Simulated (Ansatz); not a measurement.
## Pressure series in hypothetical rock salt GaAs

Consider GaAs in the rock salt structure (space group Fm-3m, No. 225; a = 5.315 Å; a hypothetical phase, not in the database extracts checked).

Cell and atoms are relaxed at each pressure.

Computed with DFT with PBE-D3(BJ), PAW potentials and a 420 eV plane-wave cutoff in Ansatz (a quantum-chemistry and plane-wave program), without spin-orbit coupling.

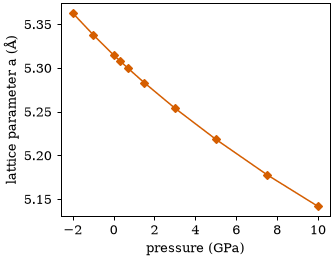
*Lattice parameter a against pressure*

From the plot, what is the lattice parameter a for pressure 10 GPa?

About 5.14 Å.

Is the trend monotonic over the range shown?

Yes, it falls throughout, spanning 514.2 pm to 536.3 pm.

Load acts through the strain it causes; cell and atoms are relaxed under it. No phonon test of stability was made. Competing high-pressure phases were not computed. The base started in Pnma and relaxed to Fm-3m at this level. All final runs are without spin polarisation.
